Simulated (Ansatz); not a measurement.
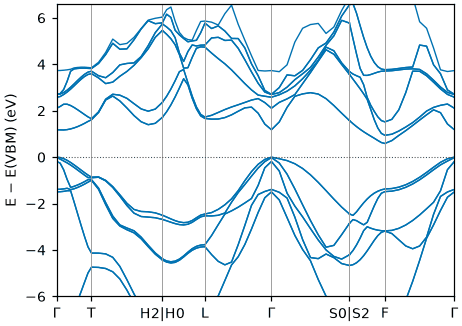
Band structure from DFT-r²SCAN with spin–orbit coupling in the program Ansatz with PAW potentials

Q: Read off the gap and where the band edges lie.

A: About 0.6 eV (0.59 eV by a search for the band edges); maximum at Γ, minimum at F.

The material is SiGe in space group R-3m (No. 166; Si on 6c, Ge on 6c).

The start of the workflow was typed in or built on a structure type; neither database checked (COD, Materials Project) lists it. Whether it is the stable phase at ambient conditions was not checked. The cell was relaxed with r²SCAN under the symmetry of its start; its stability against distortions is not shown here.

Potentials: the earlier of the program's two PAW sets.
